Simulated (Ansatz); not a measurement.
System: BiB4Sb3 (ordered alloy, started on the zincblende lattice) (R3m).

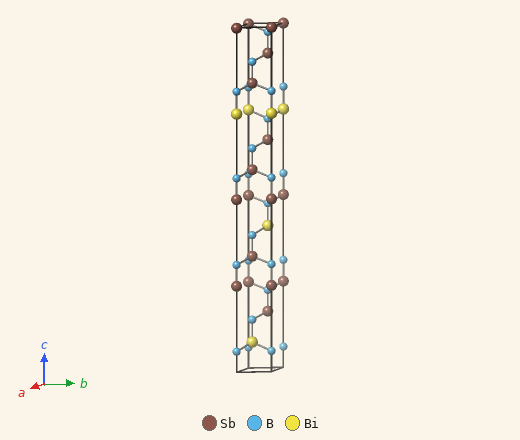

The structure (antimony brown, boron blue, bismuth yellow). Bonds to atoms that aren't drawn are left out. Some periodic images of atoms are drawn too.

```cif
data_structure
_symmetry_space_group_name_H-M 'P 1'
_symmetry_Int_Tables_number 1
_cell_length_a 12.5043
_cell_length_b 12.5043
_cell_length_c 12.5043
_cell_angle_alpha 17.342
_cell_angle_beta 17.342
_cell_angle_gamma 17.342
_cell_volume 151.59
loop_
_atom_site_label
_atom_site_type_symbol
_atom_site_fract_x
_atom_site_fract_y
_atom_site_fract_z
_atom_site_occupancy
Sb1 Sb 0.00110 0.00110 0.00110 1
B2 B 0.68806 0.68806 0.68806 1
Sb3 Sb 0.74990 0.74990 0.74990 1
B4 B 0.43683 0.43683 0.43683 1
Sb5 Sb 0.49877 0.49877 0.49877 1
B6 B 0.18531 0.18531 0.18531 1
Bi7 Bi 0.25023 0.25023 0.25023 1
B8 B 0.93979 0.93979 0.93979 1
```

The structure was relaxed with PBE. The runs that relaxed it are not among those shown. Spin-orbit coupling is left out unless a run names it. PAW set soft_2, made with PBE.

Gaps computed with Ansatz 0.2.0 without a self-energy: PBE 0.67 eV and HSE06 1.16 eV.

**Question.** What gap should G0W0 on PBE give (4×4×4 mesh, 397 empty bands, screening to 110 eV, default PAW files)?

About 0.92 eV: on its mesh the run moves the gap from 0.66 eV by +0.26 eV. Among the scalar-relativistic levels given, HSE06 is nearest (+0.24 eV). Bands and cutoff are finite, so the gap is not at the basis limit. The miss can reach some tenths of an eV and take either sign; the mesh is an error of its own. Where an edge is built on 6p states of lead, bismuth or thallium, scalar-relativistic gaps usually stand too wide, by a few tenths to over one eV. The many-body steps are scalar-relativistic: spin-orbit coupling is not in them.

[Paths, hosts, dates, memory and timing lines, banners, echoed tables and standing remarks are left out of the program output.]

[Logs are printed without paths, hosts, clocks, repeated set-up lines and the standing remarks that a program may print on its own settings, such as how far it seeks lower states.]

[Runs of the session that timed out or met a known fault of the program may be left out.]

[Cells called generated may have been cut or substituted from an entry of the Crystallography Open Database or the Materials Project.]

[Hosts, paths, dates, database ids (printed as entryN), source tags and the programs' standing remarks are cut or masked in the printed files.]
